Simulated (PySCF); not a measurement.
## Electronic structure of F$_{3}$GaH$_{2}$O (SMILES [OH2]->[Ga]([F])([F])[F]) in real space

Input

```
{"job": {"kind": "uv", "xc": "PBE0", "basis": "def2-SVPD", "ip": false, "nstates": 15}, "charge": 0, "multiplicity": 1}
Ga     0.078903    -0.034339    -0.873095
O      0.277439    -0.000500     1.161699
H     -0.282188    -0.707222     1.519118
H     -0.092657     0.838815     1.476048
F      1.669047    -0.269487    -1.536512
F     -0.627663     1.569152    -0.913154
F     -1.022882    -1.396408    -0.834094
```

Run with:

```sh
OMP_NUM_THREADS=1 python probes_run.py task.json out
```

Geometry: PBE0-D3(BJ)/def2-SVP.

Theory: PBE0/def2-SVPD, SCF density, gas phase (PySCF 2.14.0).

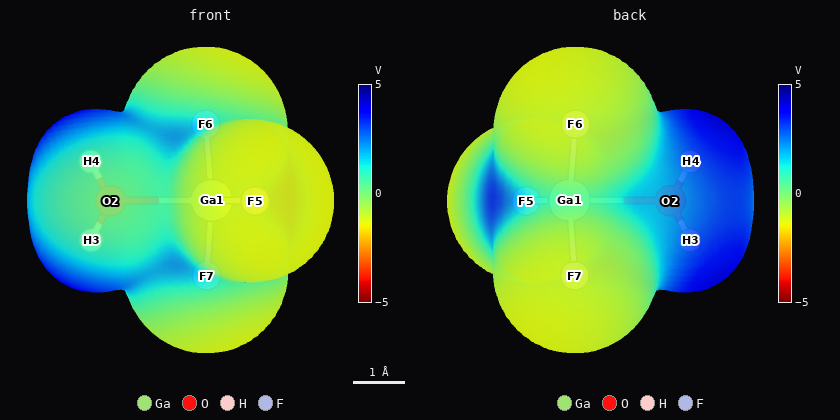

Figure 1. The electrostatic potential painted on the density surface at 0.002 e/bohr³, seen from the front and from behind; the colour scale runs from red (negative) to blue (positive).

Where is the surface potential most negative and most positive?

Answer. The most negative region (about −1.4 V) lies over F5, the most positive (about +4.1 V) over H3 and H4.

How polar is the molecule by this calculation?

Answer. Its dipole moment is 4.76 D.

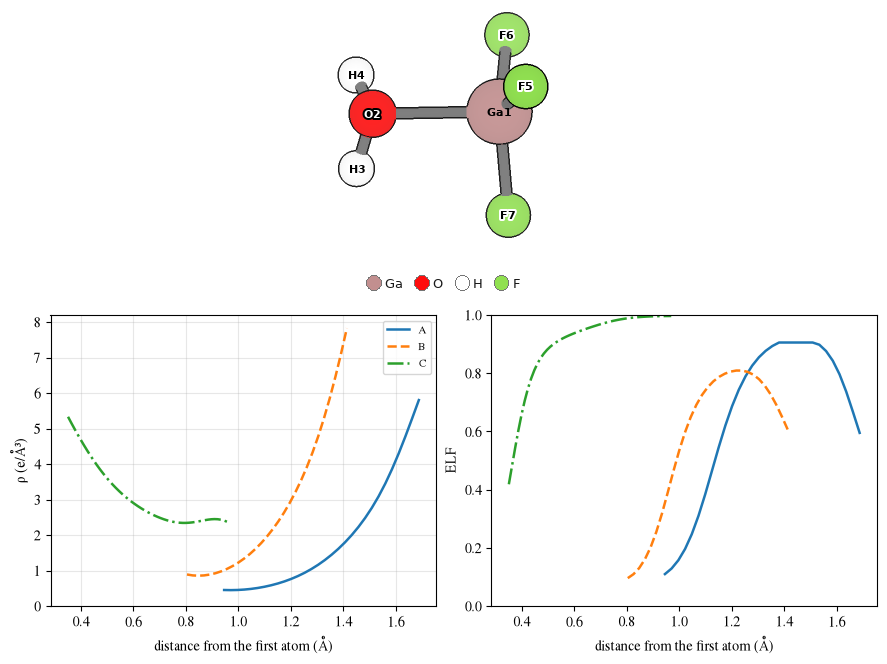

Figure 2. Electron density and electron localisation function along straight lines between neighbouring atoms. The curves leave out the atomic cores. The structure is drawn too.

Which curve belongs to which contact (Ga–F, Ga–O and O–H)? The first atom named is at distance zero.

Answer. Curve A: Ga–O (2.04 Å): ρ is about 0.47 e/Å³ halfway; the ELF peaks at about 0.90 in the valence shell of O, 0.7 Å from its nucleus, and is about 0.20 at the midpoint. Curve B: Ga–F (1.74 Å): ρ is about 0.87 e/Å³ halfway; the ELF peaks at about 0.80 in the valence shell of F, 0.5 Å from its nucleus, and is about 0.15 at the midpoint. Curve C: O–H (0.97 Å): ρ at the midpoint is about 3.7 e/Å³; the ELF climbs to about 1 towards the hydrogen, as it does in any bond to H; an ordinary covalent bond to hydrogen.
